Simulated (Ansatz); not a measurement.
# Cl$_{4}$Ge (GeCl4): what the fields show

The calculation's input:

```
crystal:
  periodic: [false, false, false]
  atoms:
    - {symbol: Ge, position_ang: [0.000048, -0.000009, 0.000091]}
    - {symbol: Cl, position_ang: [0.010615, -0.017799, 2.147017]}
    - {symbol: Cl, position_ang: [2.020615, 0.010609, -0.725769]}
    - {symbol: Cl, position_ang: [-1.019596, 1.756491, -0.696087]}
    - {symbol: Cl, position_ang: [-1.011692, -1.749292, -0.725252]}
basis:
  gaussian: {orbitals: def2-TZVP, initial_orbitals: start.molden}
hamiltonian: {xc: pbe0, dispersion: d4}
scf: {omitted_lower_state_checks: [starts]}
output: {orbitals: {seedname: orbitals}}
```

Run with:

```sh
ansatz run in.yaml --threads 2 --pin off --events-out ev --progress --plain --max-ram 4352MiB
```

Geometry: PBE-D4/def2-SVP.

The calculation used Ansatz 0.2.0, RKS PBE0-D4/def2-TZVP.

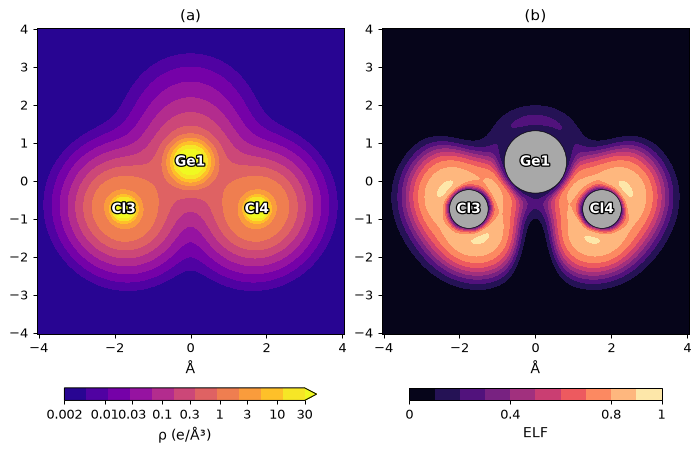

Figure 1. (a) total electron density; (b) electron localisation function on the plane of atoms Cl3, Ge1 and Cl4. Grey discs cover the atomic cores in the ELF map.

Interpret the plot.

Answer. The plane passes through Ge and Cl nuclei.
Ge–Cl (2.15 Å): ρ at the midpoint is about 0.8 e/Å³; the ELF peaks at about 0.80 in the valence shell of Cl, 0.9 Å from its nucleus, and is about 0.70 at the midpoint.
The ELF also peaks beside Cl3 and Cl4, away from the bonds: lone-pair regions.

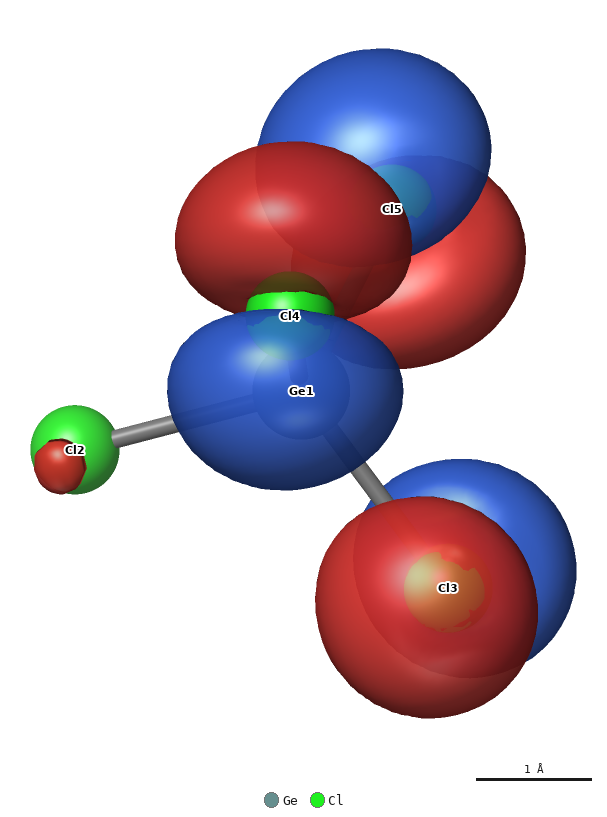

Figure 2. The HOMO at ±0.1 Å⁻³ᐟ² (red and blue are the two phases), seen at a tilt.

Where does this orbital lie, and at what energy?

Answer. It lies mainly on Cl4 (about 30 %), Cl3 (about 30 %) and Cl5 (about 30 %); largely a combination of lone pairs on Cl4, Cl3 and Cl5. It is one of a degenerate set, so its orientation is arbitrary. Its energy is −9.68 eV.

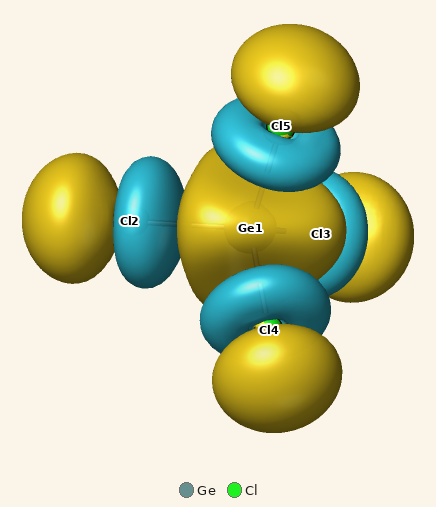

Figure 3. The LUMO at ±0.06 Å⁻³ᐟ² (yellow and cyan are the two phases), seen from one side.

Where does this orbital lie, and at what energy?

Answer. By Hirshfeld shares it lies mainly on Ge1 (about 30 %), Cl2 (about 15 %), Cl3 (about 15 %), Cl4 (about 15 %) and Cl5 (about 15 %). Its energy is −2.65 eV.
